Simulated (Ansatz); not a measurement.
# C₂H₈BClSi: a ladder of functionals and wavefunction methods

Aim: compute C₂H₈BClSi with functionals from several rungs and with coupled cluster. The yardstick is the atomisation energy at the CCSD(T) limit.

Computed with Ansatz 0.2.0, Gaussian basis. Level: functionals in def2-TZVPP, the program's frozen cores in correlated methods.

Levels to be run: PBE-D4, r2SCAN-D4, PBE0-D4, B3LYP-D4, ωB97X-V, ωB97M-V, B2PLYP; CCSD(T)/def2-TZVPP; MP2/def2-QZVPP; extrapolation to the limit.

## (1) The relaxed structure

The geometry comes from an earlier relaxation with PBE0-D4 in a triple-zeta def2 set; it is a stationary point, not always the lowest conformer.

13 atoms, charge 0, spin multiplicity 1.

Atoms are counted from 1 here; the program's logs count them from 0.

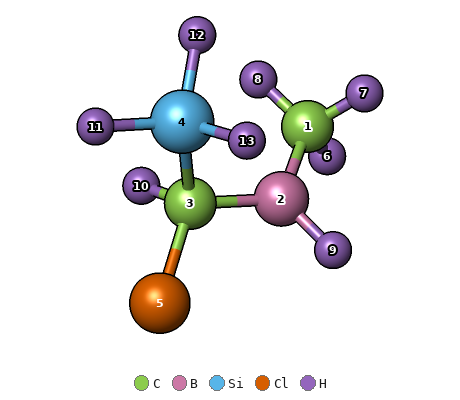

The structure; carbon green, boron pink, silicon blue, chlorine orange, hydrogen purple; atoms are numbered from 1 in the order of the file.

## (2) PBE-D4 (GGA)

in.yaml reads:

```yaml
crystal:
  periodic: [false, false, false]
  atoms:
    - {symbol: C, position_ang: [-1.517547, 0.804120, 0.791246]}
    - {symbol: B, position_ang: [-0.138755, 1.069579, 0.115938]}
    - {symbol: C, position_ang: [0.410599, 0.116249, -0.968864]}
    - {symbol: Si, position_ang: [1.110619, -1.423012, -0.093072]}
    - {symbol: Cl, position_ang: [1.749413, 0.756247, -1.976471]}
    - {symbol: H, position_ang: [-2.163820, 1.667835, 0.584430]}
    - {symbol: H, position_ang: [-1.420139, 0.784254, 1.882222]}
    - {symbol: H, position_ang: [-2.040309, -0.097482, 0.465757]}
    - {symbol: H, position_ang: [0.532933, 1.994834, 0.472395]}
    - {symbol: H, position_ang: [-0.365175, -0.255675, -1.645088]}
    - {symbol: H, position_ang: [1.665607, -2.334551, -1.121528]}
    - {symbol: H, position_ang: [0.021738, -2.107013, 0.654555]}
    - {symbol: H, position_ang: [2.175336, -1.010186, 0.853281]}
basis:
  gaussian: {orbitals: def2-TZVPP}
hamiltonian: {xc: pbe, dispersion: d4}
output: {forces: true, orbitals: {seedname: orbitals}}
```

Started as:

```console
$ ansatz run in.yaml --threads 4 --pin off --events-out ev --progress --plain --max-ram 10444MiB
```

The runs that follow: r2SCAN-D4 (meta-GGA); PBE0-D4 (hybrid); B3LYP-D4 (hybrid); ωB97X-V (range-separated); ωB97M-V (range-separated); B2PLYP (double hybrid); CCSD(T) in def2-TZVPP; MP2 in def2-QZVPP.

Before running them: what should the planned runs give, taken together? Wanted: atomisation energy, CCSD(T)/CBS; farthest; mean size of error, hybrid; mean size of error, range-separated; gap, smallest and largest; T1 diagnostic; triples share of the correlation energy.

As calculated:

| quantity | value |
| --- | --- |
| atomisation energy, CCSD(T)/CBS | 4532.1 kJ/mol |
| functionals within 22.7 kJ/mol (0.5 %) | B3LYP-D4 |
| farthest | PBE-D4 (+57.6 kJ/mol) |
| mean size of error, hybrid | 18.1 kJ/mol |
| mean size of error, range-separated | 28.1 kJ/mol |
| gap, smallest and largest | 4.31 eV (PBE-D4), 11.13 eV (ωB97X-V) |
| T1 diagnostic | 0.0110 |
| triples share of the correlation energy | 3.9 % |

In words: PBE-D4 is off by +57.6 kJ/mol. Double hybrids carry the basis error of their MP2 part in triple zeta, and no dispersion term here, so their miss is partly the set-up's. Misses under about 22.7 kJ/mol are within the doubt on the reference itself, which lacks core-valence correlation, relativity and higher excitations. Hartree-Fock recovers 77 % of the binding; the rest is correlation. The gap grows from 4.3 to 11.1 eV across the functionals, mostly with the share of exact exchange.
